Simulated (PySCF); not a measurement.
CH₉BN₂OSi (charge +1, doublet)

Input

```
{"job": {"kind": "epr", "basis": "pcH-1"}, "charge": 1, "multiplicity": 2}
B      2.752901    -0.434880    -0.049435
N      1.429687    -0.730456    -0.016339
Si     0.000233     0.327968     0.155866
N      0.130690     1.678915    -0.890736
O     -1.169831    -0.702459    -0.145695
C     -2.558645    -0.717824    -0.356710
H      3.209318     0.618955     0.176339
H      3.534375    -1.264968    -0.351149
H      1.120135    -1.693362    -0.069357
H      0.026549     0.756889     1.558572
H     -0.650746     2.072124    -1.393363
H      0.927695     2.295199    -0.915674
H     -3.065450    -0.064671     0.354253
H     -2.786503    -0.392062    -1.371767
H     -2.904823    -1.741379    -0.212373
```

Run with:

```sh
OMP_NUM_THREADS=1 python probes_run.py task.json out
```

Geometry: GFN2-xTB.

Method: UKS B3LYP, pcH-1 on B C H N O Si, non-relativistic, mean-field spin-orbit, GIAO (PySCF 2.14.0, density-fitted response routines).

Predict the electron density, electron localisation function and spin density between the atoms.

Answer. B–N (1.36 Å): the density is about 1.7 e/Å³ at the midpoint; the ELF peaks at about 0.90 between the atoms: a short, strongly polar bond.
C–O (1.40 Å): the density is about 1.5 e/Å³ at the midpoint, with its minimum of 1.4 e/Å³ about 0.5 Å from C; the ELF peaks at about 0.85 between the atoms (a polar covalent bond).
Si–O (1.59 Å): the density is about 1.2 e/Å³ at the midpoint; the ELF peaks at about 0.85 between the atoms, as expected for a polar covalent bond.
N–H (1.01 Å): ρ at the midpoint is about 2.2 e/Å³; the ELF climbs to about 1 towards the hydrogen, as it does in any bond to H (a covalent bond by its length).
The unpaired spin (1 electron) lies mostly on N4 (about 0.4), H10 (about 0.1), N2 (about 0.1), B1 (about 0.1) and H8 (about 0.1), in electrons by Hirshfeld's partition.

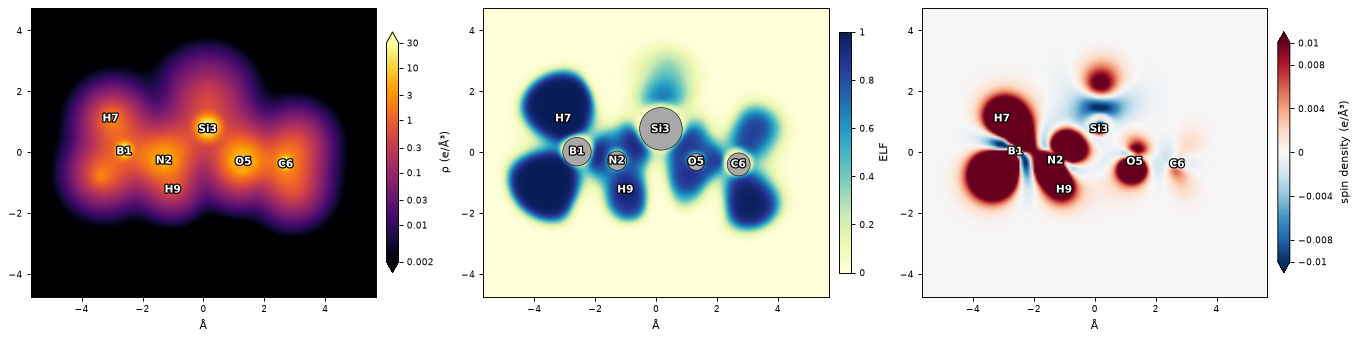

Computed electron density, electron localisation function and spin density on the plane of atoms N2, Si3 and O5, in this order. Grey discs cover the atomic cores in the ELF map. 
